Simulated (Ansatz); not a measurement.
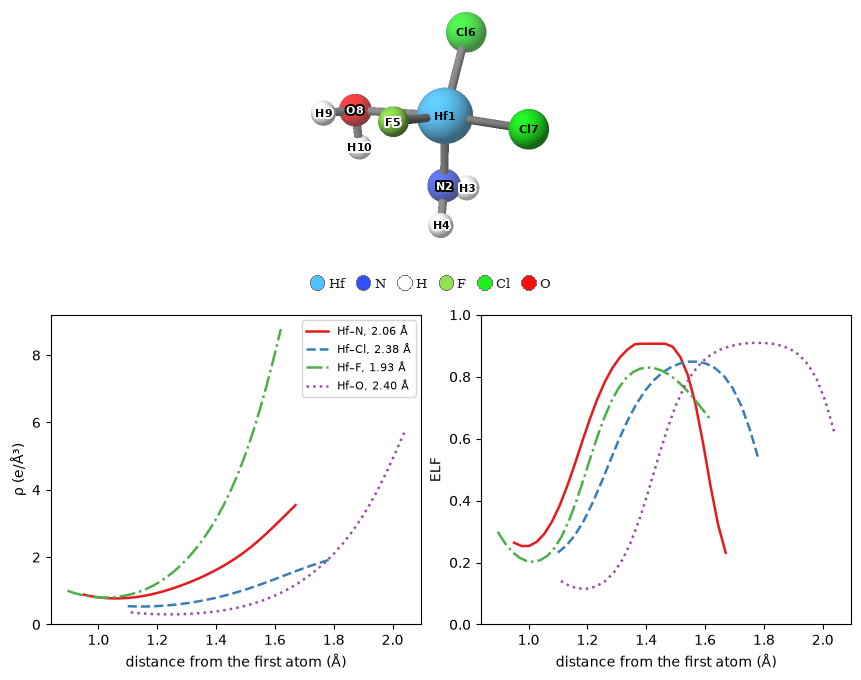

The picture shows: Cl$_{2}$FH$_{4}$HfNO. Electron density and ELF along straight lines between neighbouring atoms. The curves leave out the atomic cores. The structure is drawn too.

Core potentials replace the inner electrons of Hf.

Level of theory: RKS PBE-D4/def2-SVP in Ansatz 0.2.0.

```tsv
atom	x (Å)	y (Å)	z (Å)
Hf	0.0080	0.1583	0.2383
N	-0.1646	-0.0805	2.2726
H	-1.0557	0.0501	2.7679
H	0.3842	-0.7701	2.8015
F	1.8354	-0.0026	-0.3769
Cl	-1.6265	1.6233	-0.6744
Cl	-0.7708	-1.9429	-0.5561
O	1.0396	2.1476	1.0978
H	1.9925	2.2313	0.8964
H	0.9765	1.8423	2.0332
```

Q: What can be read from the curves?

A: Hf–N (2.06 Å): ρ at the midpoint is about 0.78 e/Å³; the ELF peaks at about 0.90 in the valence shell of N, 0.7 Å from its nucleus, and is about 0.25 at the midpoint.
Hf–Cl (2.38 Å): the density is about 0.54 e/Å³ at the midpoint; the ELF peaks at about 0.85 in the valence shell of Cl, 0.8 Å from its nucleus, and is about 0.35 at the midpoint.
Hf–F (1.93 Å): ρ is about 0.84 e/Å³ halfway; the ELF peaks at about 0.85 in the valence shell of F, 0.5 Å from its nucleus, and drops to about 0.20 between the two atoms.
Hf–O (2.40 Å): ρ is about 0.31 e/Å³ halfway; the ELF peaks at about 0.90 in the valence shell of O, 0.6 Å from its nucleus, and drops to about 0.10 between the two atoms.
